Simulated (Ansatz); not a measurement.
SiH5Br: saddle-point search (part 1 of 2)

SiH5Br, computed with RKS PBE0-D4/def2-SVP (Ansatz 0.2.0).

Figures and captions count atoms from 1; the log counts them from 0 in places.

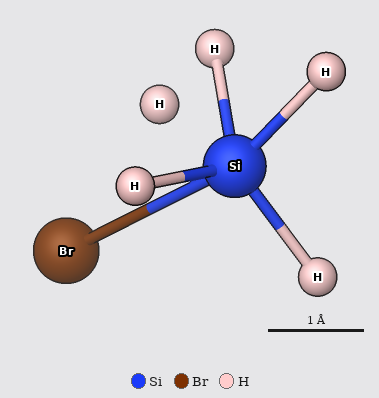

**Figure 1.** The starting structure (ball-and-stick view, seen at a tilt). Bond lengths as drawn: Br–Si 2.60 Å and H–Si 1.50 to 1.62 Å.

Key numbers

```tsv
quantity	value
outcome	converged
total energy	−77980.8434 eV
mean-field energy	−77980.7473 eV
dispersion energy	−0.0960 eV
largest force (length of the vector) at the end	0.003 eV/Å
dipole moment	3.09 D
hardware	2 CPU threads, shared host
wall time	60 s (CPU time 1.8 min)
peak memory	0.34 GiB
```

Remarks

The program could not tell the order of the saddle point.

Input
```yaml
crystal:
  periodic: [false, false, false]
  atoms:
    - {symbol: Si, position_ang: [-0.452934, -0.212390, 0.164662]}
    - {symbol: Br, position_ang: [1.268239, 0.168576, -1.751851]}
    - {symbol: H, position_ang: [-1.475177, 0.350423, -0.778406]}
    - {symbol: H, position_ang: [-1.044172, -0.045104, 1.538468]}
    - {symbol: H, position_ang: [-0.110431, -1.685655, 0.082672]}
    - {symbol: H, position_ang: [1.068546, 0.722911, -0.009350]}
    - {symbol: H, position_ang: [0.618734, 0.818608, 0.809103]}
basis:
  gaussian: {orbitals: def2-SVP}
hamiltonian: {xc: pbe0, dispersion: d4}
saddle:
  f_tol: 0.02
  max_steps: 40
  mode_guess:
    - [-0.1089, 0.0006, 0.4249]
    - [0.3020, 0.2111, 0.0042]
    - [0.1640, 0.1049, 0.0495]
    - [-0.3072, -0.0232, 0.2427]
    - [0.1056, 0.1012, 0.0112]
    - [-0.0423, -0.1650, -0.5823]
    - [-0.1132, -0.2296, -0.1503]
```

Launched with:
```bash
ansatz run in.yaml --threads 2 --pin off --events-out ev --progress --plain --max-ram 4352MiB
```

The program's output
```
Functional definition: PBE0
  name "PBE0"
  cite "Adamo & Barone, J. Chem. Phys. 110, 6158 (1999) doi:10.1063/1.478522"
  cite "Perdew, Burke & Ernzerhof, Phys. Rev. Lett. 77, 3865 (1996) doi:10.1103/PhysRevLett.77.3865"
  parent pbe
  parameter a = 0.25
  parameter kappa = 0.804
  parameter beta = 0.06672455060314922
  exchange = (1 - a)*pbe_x(kappa = kappa, mu = beta*pi^2/3) + a*exact_x
  correlation = pbe_c(beta = beta)
779 factors; integrals over basis functions are off by at most 3.7e-4 eV
mean field evaluation 1: about -77980.4057 eV, gradient 9.4e0 eV
mean field evaluation 2: about -77980.4908 eV, gradient 8.1e0 eV
mean field evaluation 4: about -77980.6853 eV, gradient 1.9e-1 eV
mean field evaluation 8: about -77980.6855 eV, gradient 1.2e-2 eV
mean field -77980.68551006 eV, -2865.7373352877 hartree, gradient 1.9e-5 eV, S^2 0.000000; 0 other end points of the search recorded, 0 dependent functions left out
the calculation of the forces begins
reference -77980.68553276 eV, -2865.7373361218 hartree; 27, 27 occupied and 48, 48 virtual orbitals, 779 factors
these checks for a lower state are left out or cut short: stability, starts, cluster_reference, orbital_swaps, neighbouring_geometries, increment
779 factors; integrals over basis functions are off by at most 3.8e-4 eV
mean field evaluation 16: about -77980.6885 eV, gradient 3.5e-1 eV
mean field -77980.68927253 eV, -2865.7374735560 hartree, gradient 1.5e-6 eV, S^2 0.000000; 0 other end points of the search recorded, 0 dependent functions left out
[... from here on the field's lines of each further geometry are left out, up to the last ...]
saddle step   1: F+E_penalty+E_count = -77980.78202413 eV  max|allowed force component| = 9.480e-1 eV/Å  curvature = -6.6345 eV/Å²  mode residual = 2.69e0 eV/Å²  Δτ_max = 0.0000 Å  (1 rotations, 3 force calls, 49 SCF iters)  cluster: 3 rotations left out, max|force component along them| = 1.475e-7 eV/Å
saddle step   2: F+E_penalty+E_count = -77980.81656394 eV  max|allowed force component| = 6.030e-1 eV/Å  curvature = -6.7442 eV/Å²  mode residual = 1.33e0 eV/Å²  Δτ_max = 0.0271 Å  (1 rotations, 3 force calls, 49 SCF iters)  cluster: 3 rotations left out, max|force component along them| = 2.051e-7 eV/Å
saddle step   3: F+E_penalty+E_count = -77980.83625046 eV  max|allowed force component| = 2.576e-1 eV/Å  curvature = -6.9434 eV/Å²  mode residual = 1.06e0 eV/Å²  Δτ_max = 0.0375 Å  (1 rotations, 3 force calls, 50 SCF iters)  cluster: 3 rotations left out, max|force component along them| = 2.135e-7 eV/Å
saddle step   4: F+E_penalty+E_count = -77980.82995043 eV  max|allowed force component| = 5.411e-1 eV/Å  curvature = -5.9849 eV/Å²  mode residual = 8.96e-1 eV/Å²  Δτ_max = 0.0462 Å  (1 rotations, 3 force calls, 51 SCF iters)  cluster: 3 rotations left out, max|force component along them| = 1.220e-7 eV/Å
saddle step   5: F+E_penalty+E_count = -77980.84092131 eV  max|allowed force component| = 9.633e-2 eV/Å  curvature = -6.6185 eV/Å²  mode residual = 6.44e-1 eV/Å²  Δτ_max = 0.0293 Å  (1 rotations, 3 force calls, 50 SCF iters)  cluster: 3 rotations left out, max|force component along them| = 7.030e-8 eV/Å
saddle step   6: F+E_penalty+E_count = -77980.84119875 eV  max|allowed force component| = 7.257e-2 eV/Å  curvature = -6.5937 eV/Å²  mode residual = 2.60e-1 eV/Å²  Δτ_max = 0.0017 Å  (1 rotations, 3 force calls, 44 SCF iters)  cluster: 3 rotations left out, max|force component along them| = 8.567e-7 eV/Å
saddle search: the force at step 7 is within saddle.f_tol, and the search now checks the order of the point unasked, as it does wherever a lone molecule whose rigid rotations it leaves out would converge (saddle.isolated_cluster): at most 100 rotations across the mode and 202 force calls, two more next to a line or behind a second negative curvature, two more where it reads a positive, two for each turn that reads one and six more at each negative that it reads, and up to 22 at one that stands (24 where saddle.amplitude is under 0.005 Å), over each length that the point is read over (saddle.order_check: false declines the check)
saddle search: the rotation starts from a random direction (saddle.seed = 0)
saddle step   7: F+E_penalty+E_count = -77980.84162009 eV  max|allowed force component| = 1.050e-2 eV/Å  curvature = -6.4499 eV/Å² (error put at 0.0031; -6.4525 at half of saddle.amplitude)  mode residual = 2.01e-1 eV/Å²  Δτ_max = 0.0055 Å  (1 rotations, 43 force calls, 572 SCF iters)  order check (unasked): negative, curvature across the mode = -0.0677 eV/Å² (33 force calls)  cluster: 3 rotations left out, max|force component along them| = 7.246e-8 eV/Å
saddle step   8: F+E_penalty+E_count = -77980.84160470 eV  max|allowed force component| = 7.192e-3 eV/Å  curvature = -6.5352 eV/Å²  mode residual = 1.33e-1 eV/Å²  Δτ_max = 0.0015 Å  (1 rotations, 3 force calls, 44 SCF iters)  cluster: 3 rotations left out, max|force component along them| = 8.070e-7 eV/Å
saddle search: the force at step 9 is within saddle.f_tol, and the search now checks the order of the point unasked, as it does wherever a lone molecule whose rigid rotations it leaves out would converge (saddle.isolated_cluster): at most 100 rotations across the mode and 202 force calls, two more next to a line or behind a second negative curvature, two more where it reads a positive, two for each turn that reads one and six more at each negative that it reads, and up to 22 at one that stands (24 where saddle.amplitude is under 0.005 Å), over each length that the point is read over (saddle.order_check: false declines the check)
saddle step   9: F+E_penalty+E_count = -77980.84161035 eV  max|allowed force component| = 2.972e-3 eV/Å  curvature = -6.4632 eV/Å² (error put at 0.0034; -6.4658 at half of saddle.amplitude)  mode residual = 9.87e-2 eV/Å²  Δτ_max = 0.0008 Å  (1 rotations, 27 force calls, 355 SCF iters)  order check (unasked): negative, curvature across the mode = -0.0561 eV/Å² (17 force calls)  cluster: 3 rotations left out, max|force component along them| = 6.445e-8 eV/Å
saddle step  10: F+E_penalty+E_count = -77980.84270390 eV  max|allowed force component| = 2.274e-1 eV/Å  curvature = -6.4318 eV/Å²  mode residual = 2.21e0 eV/Å²  Δτ_max = 0.2000 Å  (1 rotations, 3 force calls, 52 SCF iters)  cluster: 3 rotations left out, max|force component along them| = 5.106e-8 eV/Å
saddle step  11: F+E_penalty+E_count = -77980.83520121 eV  max|allowed force component| = 4.331e-1 eV/Å  curvature = -6.1169 eV/Å²  mode residual = 1.02e0 eV/Å²  Δτ_max = 0.0360 Å  (1 rotations, 3 force calls, 50 SCF iters)  cluster: 3 rotations left out, max|force component along them| = 1.082e-7 eV/Å
saddle step  12: F+E_penalty+E_count = -77980.84300868 eV  max|allowed force component| = 9.518e-2 eV/Å  curvature = -6.6757 eV/Å²  mode residual = 7.49e-1 eV/Å²  Δτ_max = 0.0229 Å  (1 rotations, 3 force calls, 49 SCF iters)  cluster: 3 rotations left out, max|force component along them| = 1.146e-7 eV/Å
saddle step  13: F+E_penalty+E_count = -77980.84306539 eV  max|allowed force component| = 8.711e-2 eV/Å  curvature = -6.7143 eV/Å²  mode residual = 5.37e-1 eV/Å²  Δτ_max = 0.0025 Å  (1 rotations, 3 force calls, 47 SCF iters)  cluster: 3 rotations left out, max|force component along them| = 1.342e-7 eV/Å
saddle step  14: F+E_penalty+E_count = -77980.84324802 eV  max|allowed force component| = 3.603e-2 eV/Å  curvature = -6.9685 eV/Å²  mode residual = 3.91e-1 eV/Å²  Δτ_max = 0.0200 Å  (1 rotations, 3 force calls, 50 SCF iters)  cluster: 3 rotations left out, max|force component along them| = 8.482e-8 eV/Å
saddle step  15: F+E_penalty+E_count = -77980.84333776 eV  max|allowed force component| = 7.100e-3 eV/Å  curvature = -7.0272 eV/Å²  mode residual = 3.06e-1 eV/Å²  Δτ_max = 0.0034 Å  (1 rotations, 3 force calls, 47 SCF iters)  cluster: 3 rotations left out, max|force component along them| = 1.529e-7 eV/Å
saddle search: the force at step 16 is within saddle.f_tol, and the search now checks the order of the point unasked, as it does wherever a lone molecule whose rigid rotations it leaves out would converge (saddle.isolated_cluster): at most 100 rotations across the mode and 202 force calls, two more next to a line or behind a second negative curvature, two more where it reads a positive, two for each turn that reads one and six more at each negative that it reads, and up to 22 at one that stands (24 where saddle.amplitude is under 0.005 Å), over each length that the point is read over (saddle.order_check: false declines the check)
saddle search: the rotation starts from a random direction (saddle.seed = 0)
the calculation of the forces begins
reference -77980.74732781 eV, -2865.7396070480 hartree; 27, 27 occupied and 48, 48 virtual orbitals, 779 factors
779 factors; integrals over basis functions are off by at most 3.3e-4 eV
mean field evaluation 832: about -77980.7473 eV, gradient 1.8e-5 eV
mean field -77980.74730836 eV, -2865.7396063333 hartree, gradient 9.5e-6 eV, S^2 0.000000; 1 other end points of the search recorded, 0 dependent functions left out
the calculation of the forces begins
reference -77980.74733097 eV, -2865.7396071643 hartree; 27, 27 occupied and 48, 48 virtual orbitals, 779 factors
saddle step  16: F+E_penalty+E_count = -77980.84334850 eV  max|allowed force component| = 3.020e-3 eV/Å  curvature = -6.9725 eV/Å² (error put at 0.0032; -6.9755 at half of saddle.amplitude)  mode residual = 1.92e-1 eV/Å²  Δτ_max = 0.0014 Å  (1 rotations, 28 force calls, 368 SCF iters)  order check (unasked): unresolved, curvature across the mode = +0.0886 eV/Å² (20 force calls)  cluster: 3 rotations left out, max|force component along them| = 4.858e-8 eV/Å
```

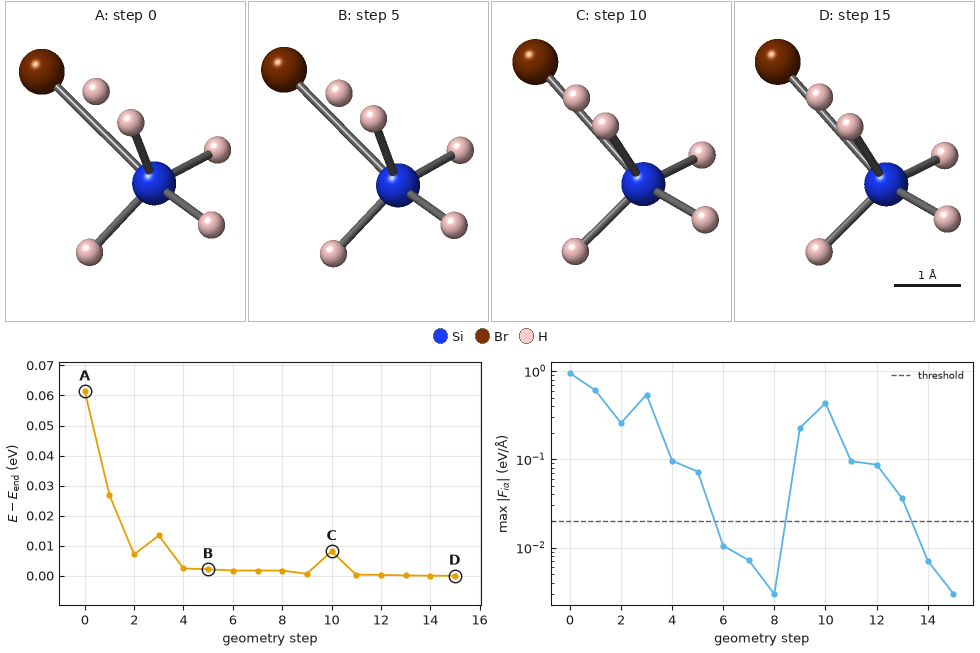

**Figure 2.** Frames of the saddle-point search (ball-and-stick view, seen at an oblique angle) above the curves, on which the letters mark them (the first geometry is step 0 here and step 1 in the log).

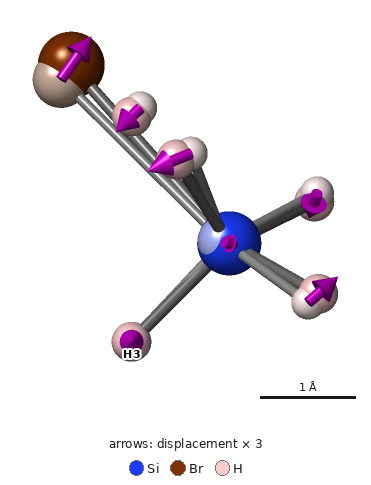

**Figure 3.** Start (faint) and end (solid) with the displacements as pink arrows, magnified 3 times (ball-and-stick view, seen at an oblique angle). The two geometries are laid on each other by the best rigid fit. The energy falls by 0.061 eV in 15 geometry steps. The largest force component goes from 0.95 to 0.003 eV/Å. Br2 moves most after the best rigid fit: 0.19 Å. By element the largest moves are Br 0.19 Å, H 0.18 Å, Si 0.06 Å. Among the contacts that change: Si1–H7 1.621 → 1.729 Å, Si1–Br2 2.604 → 2.676 Å, Si1–H5 1.515 → 1.484 Å, Si1–H3 1.500 → 1.480 Å. Among the angles that change: H3–Si1–H7 117.5° → 105.2°, H5–Si1–H7 119.4° → 129.3°, Br2–Si1–H4 156.2° → 151.5°. (Atoms are counted from 1 in the order of the input.)
